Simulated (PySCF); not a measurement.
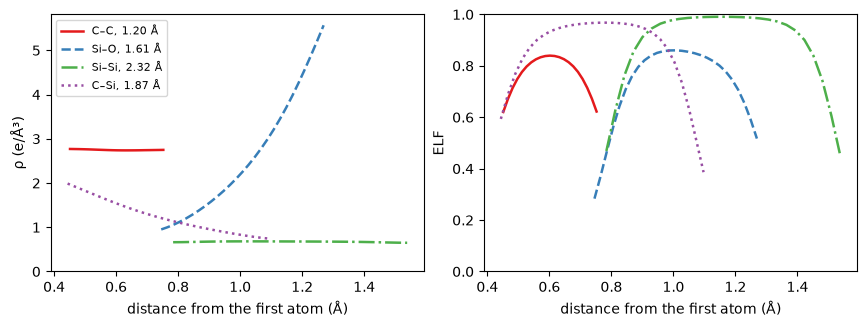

The picture shows: C2H10OSi4 (SMILES C#C[Si]([SiH3])([SiH3])O[SiH3]). Electron density and ELF along straight lines between neighbouring atoms. The curves leave out the atomic cores.

Geometry: GFN2-xTB.

Computed with wB97X-D/def2-SVPD, SCF density, gas phase (PySCF).

Input file:

```
{"job": {"kind": "uv", "xc": "wB97X-D", "basis": "def2-SVPD", "nstates": 8, "ntriplets": 3}, "charge": 0, "multiplicity": 1}
C     -2.311708    -1.217487    -1.640188
C     -1.532298    -0.623465    -0.941649
Si    -0.308624     0.285372     0.137109
Si    -0.003159     2.405335    -0.761463
Si    -0.899164    -0.089270     2.351576
O      1.128222    -0.488610    -0.065622
Si     2.258017    -1.522488    -0.567504
H     -2.996261    -1.735696    -2.250093
H      0.072951     2.459252    -2.226078
H     -1.132533     3.256576    -0.365813
H      1.207367     3.075746    -0.269630
H     -2.017016     0.796423     2.700672
H      0.185538     0.217162     3.293003
H     -1.336220    -1.453591     2.670153
H      1.644931    -2.462788    -1.502564
H      3.284442    -0.704283    -1.211409
H      2.748517    -2.186158     0.639589
```

Run with:

```sh
OMP_NUM_THREADS=1 python probes_run.py task.json out
```

Question: What kind of bonding do the profiles show?

Answer: C–C (1.20 Å): ρ is about 2.7 e/Å³ halfway; the ELF peaks at about 0.85 between the atoms; a short, multiple covalent bond.
Si–O (1.61 Å): the density is about 1.1 e/Å³ at the midpoint; the ELF peaks at about 0.85 between the atoms (a short, strongly polar bond).
Si–Si (2.32 Å): ρ at the midpoint is about 0.68 e/Å³; the ELF peaks at about 1 between the atoms: a shared electron pair.
C–Si (1.87 Å): the density is about 0.91 e/Å³ at the midpoint; the ELF peaks at about 0.95 between the atoms, as expected for a shared electron pair.
